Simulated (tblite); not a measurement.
# Run report: C7H16OP (charge +1), geometry relaxation (part 3 of 3)

Continued. System: C7H16OP, charge +1. Method: GFN2-xTB geometry optimisation, gas phase (tblite 0.8.0). 

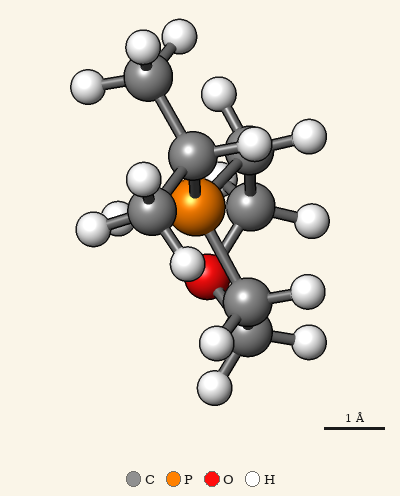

The geometry at step 142 of the log (ball-and-stick view, seen at an oblique angle).

### Trajectory as extended XYZ, continued
```
25
Properties=species:S:1:pos:R:3:forces:R:3 step=135 energy=-797.98612
C    -2.4682   -0.9414    0.8011   -0.0020  -0.0030   0.0000
C    -1.7422    0.1924    0.0792   -0.0010   0.0030   0.0010
C    -2.1526    1.5629    0.6157   -0.0050   0.0150   0.0030
P     0.0594   -0.0129    0.3252    0.0020   0.0030   0.0050
C     1.0328    1.2918   -0.4820   -0.0050   0.0010   0.0060
C     2.5049    0.8922   -0.2186   -0.0090  -0.0020  -0.0100
O     2.5374   -0.2839    0.5628    0.0070  -0.0050  -0.0030
C     2.2386   -1.4710   -0.1422   -0.0050  -0.0030  -0.0040
C     0.7100   -1.5605   -0.3710   -0.0060  -0.0010   0.0070
H    -3.5429   -0.8018    0.7102    0.0050  -0.0090   0.0000
H    -2.2213   -0.9475    1.8620    0.0050   0.0000  -0.0020
H    -2.2221   -1.9125    0.3762    0.0060  -0.0020  -0.0020
H    -1.9464    0.1396   -0.9964    0.0010  -0.0090  -0.0060
H    -3.2353    1.6590    0.5786    0.0040   0.0040  -0.0010
H    -1.7281    2.3706    0.0230    0.0070  -0.0020   0.0000
H    -1.8425    1.6858    1.6530   -0.0030  -0.0100  -0.0020
H     0.2853    0.0124    1.6828   -0.0050   0.0070  -0.0050
H     0.7881    2.2694   -0.0639    0.0130   0.0070  -0.0030
H     0.7769    1.3009   -1.5469    0.0010   0.0030   0.0110
H     3.0138    1.6503    0.3790   -0.0060  -0.0010  -0.0020
H     3.0596    0.7548   -1.1526    0.0050   0.0010  -0.0020
H     2.7931   -1.5160   -1.0859   -0.0060   0.0090   0.0120
H     2.5822   -2.2829    0.5005    0.0040  -0.0030   0.0010
H     0.4387   -1.6029   -1.4306   -0.0040   0.0010  -0.0020
H     0.2697   -2.4248    0.1286   -0.0030  -0.0040  -0.0020
25
Properties=species:S:1:pos:R:3:forces:R:3 step=142 energy=-797.98645
C    -2.4668   -0.9435    0.7982    0.0030   0.0030  -0.0010
C    -1.7409    0.1921    0.0788    0.0070  -0.0020  -0.0040
C    -2.1512    1.5639    0.6125   -0.0020  -0.0050   0.0040
P     0.0597   -0.0113    0.3307    0.0070   0.0070   0.0020
C     1.0320    1.2937   -0.4770    0.0010  -0.0020  -0.0040
C     2.5043    0.8919   -0.2191   -0.0010  -0.0010  -0.0030
O     2.5394   -0.2861    0.5596   -0.0040   0.0020   0.0000
C     2.2361   -1.4716   -0.1464    0.0020   0.0060  -0.0040
C     0.7060   -1.5612   -0.3641    0.0040   0.0060   0.0070
H    -3.5416   -0.8097    0.7016   -0.0020  -0.0010   0.0000
H    -2.2248   -0.9472    1.8599    0.0020  -0.0010   0.0090
H    -2.2139   -1.9139    0.3759    0.0050   0.0000  -0.0030
H    -1.9392    0.1355   -0.9979   -0.0050   0.0050  -0.0030
H    -3.2331    1.6632    0.5717   -0.0050   0.0050  -0.0050
H    -1.7207    2.3706    0.0225    0.0000  -0.0080   0.0020
H    -1.8445    1.6833    1.6511   -0.0040   0.0020   0.0040
H     0.2869    0.0181    1.6877   -0.0090   0.0000   0.0010
H     0.7927    2.2728   -0.0587    0.0030  -0.0060   0.0020
H     0.7720    1.3037   -1.5405    0.0030   0.0030  -0.0020
H     3.0139    1.6487    0.3792    0.0020  -0.0010   0.0040
H     3.0573    0.7583   -1.1547    0.0020  -0.0060  -0.0030
H     2.7832   -1.5104   -1.0942   -0.0020  -0.0040   0.0000
H     2.5862   -2.2860    0.4901   -0.0010   0.0060  -0.0030
H     0.4267   -1.6079   -1.4215   -0.0020  -0.0010   0.0000
H     0.2692   -2.4231    0.1426   -0.0040  -0.0060   0.0000
```

### Key numbers

```json
{"quantity": "outcome", "value": "converged"}
{"quantity": "total energy", "value": "−797.9864 eV"}
{"quantity": "hardware", "value": "1 CPU thread, shared host"}
{"quantity": "wall time", "value": "1.4 s"}
{"quantity": "peak memory", "value": "0.18 GiB"}
```
